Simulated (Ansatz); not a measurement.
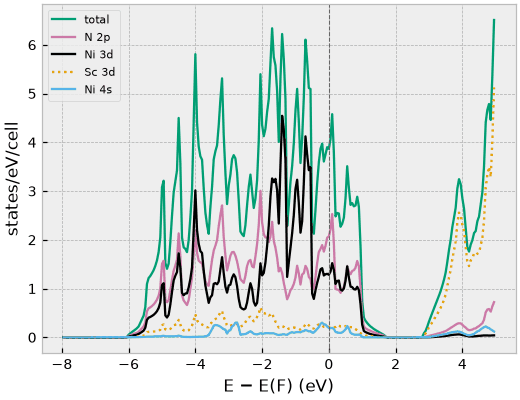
Figure. Total and projected density of states of ScNiN2 in space group R-3m (No. 166; Sc on 3b, Ni on 3a, N on 6c), plane-wave PAW PBEsol (Ansatz code)

Question: Which orbitals carry the states next to the Fermi level?

Answer: Within 0.5 eV of the Fermi level: N 2p 48 %, Ni 3d 37 %, Sc 3d 7 %, Ni 4s 5 %. Projections are on Löwdin-orthogonalised atomic valence shells; empty p or d shells of many metals are not among them.

Question: Where is the tallest occupied peak in this window, and what makes it?

Answer: Near -1.7 eV, about 6.3 states/eV per cell; the largest projected share is Ni 3d.

The start of the workflow was typed in or built on a structure type; neither database checked (COD, Materials Project) lists it. Whether it is the stable phase at ambient conditions was not checked. The cell was relaxed with PBEsol under the symmetry of its start; its stability against distortions is not shown here. The final state is ferromagnetic, the only order run, not a proven ground state. No Hubbard U is applied.

Potentials: the earlier of the program's two PAW sets. The files were generated under PBE; for other functionals the program regenerates the frozen cores, and for LDA and PBEsol the local potential too.
